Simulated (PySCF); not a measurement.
# C5H11FO2Si (SMILES CO/C=C(/CCF)[SiH2]O): what the fields show

```xyz
20

C     3.0097   -0.0839    0.5618
O     1.7224    0.4821    0.4988
C     0.7085   -0.3968    0.2266
C    -0.5597   -0.0179    0.0865
C    -1.5821   -1.0705   -0.2485
C    -1.7228   -1.2196   -1.7607
F    -0.5587   -1.7159   -2.3006
Si   -1.1254    1.7777    0.2091
O     0.1156    2.8089    0.0557
H     3.6987    0.7328    0.7712
H     3.2824   -0.5546   -0.3882
H     3.0776   -0.8281    1.3623
H     1.0128   -1.4369    0.1377
H    -1.2940   -2.0395    0.1668
H    -2.5556   -0.7915    0.1543
H    -1.9027   -0.2527   -2.2394
H    -2.5120   -1.9309   -2.0267
H    -2.0343    2.1140   -0.8874
H    -1.7813    1.9596    1.5102
H     0.9956    2.4742    0.2231
```

Geometry: GFN2-xTB.

Computed with PBE0/pcSseg-1, SCF density, gas phase, non-relativistic in PySCF.

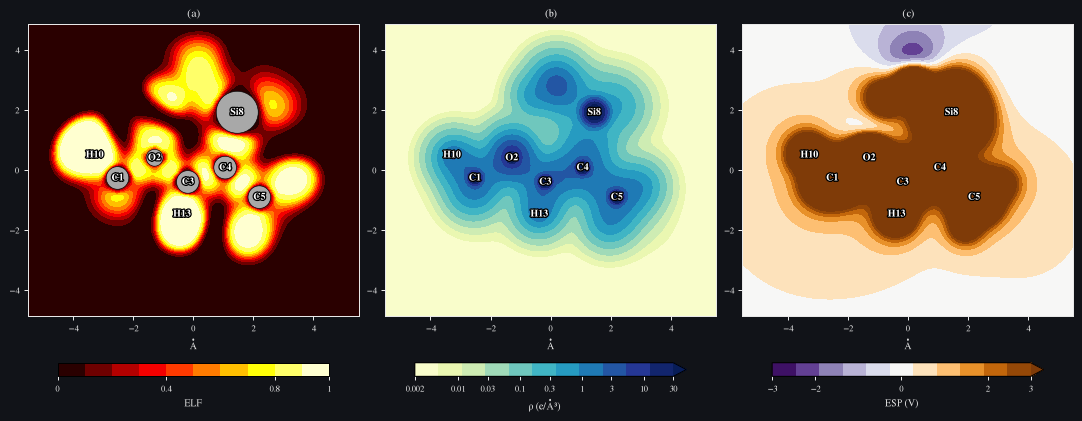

Figure 1. (a) electron localisation function; (b) electron density; (c) molecular electrostatic potential on the plane of atoms O2, C3 and H13. Grey discs cover the atomic cores in the ELF map.

**Describe what can be read from this map.**

The plane passes through C, O, Si and H nuclei. C–C (1.33 Å): ρ at the midpoint is about 2.3 e/Å³; the ELF peaks at about 0.95 between the atoms: a multiple bond. C–O (1.37 Å): the density is about 2.3 e/Å³ at the midpoint, with its minimum of 1.9 e/Å³ about 0.5 Å from C; the ELF peaks at about 0.90 between the atoms; a shared but strongly polarised pair. C–Si (1.89 Å): ρ at the midpoint is about 0.93 e/Å³; the ELF peaks at about 0.95 between the atoms; localised, covalent bonding. C–C (1.51 Å): ρ is about 1.7 e/Å³ halfway; the ELF peaks at about 0.95 between the atoms (a shared electron pair). The ELF also peaks beside O2 and O9, away from the bonds: lone-pair regions. Outside the dense part of the molecule the potential is most negative (−2.1 V) near O9, which lies off the plane.

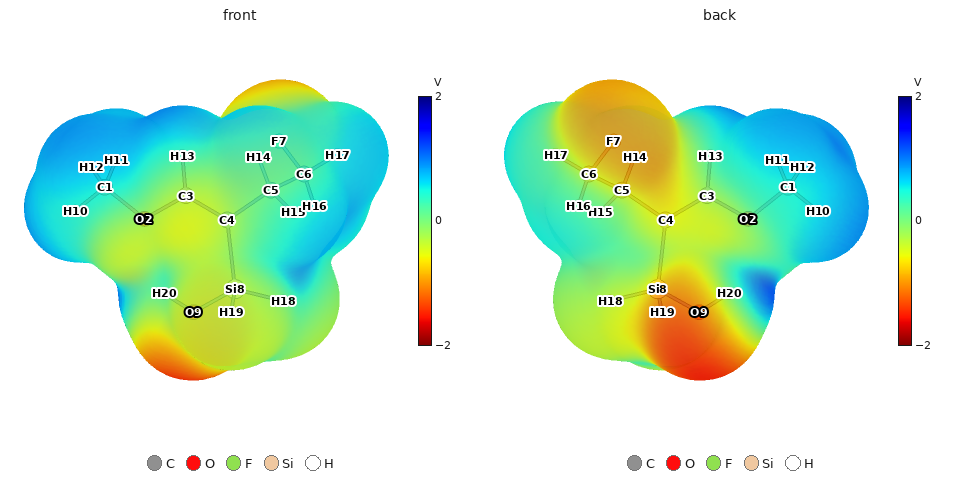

Figure 2. The electrostatic potential painted on the density surface at 0.001 e/bohr³, seen from the front and from behind; red is negative and blue positive.

**Which sites attract a positive test charge, and which a negative one?**

A positive charge is drawn to the negative regions and a negative charge to the positive ones. The most negative region (about −1.5 V) lies over O9, the most positive (about +1.1 V) over H20. O9 is the likeliest acceptor of a hydrogen bond.
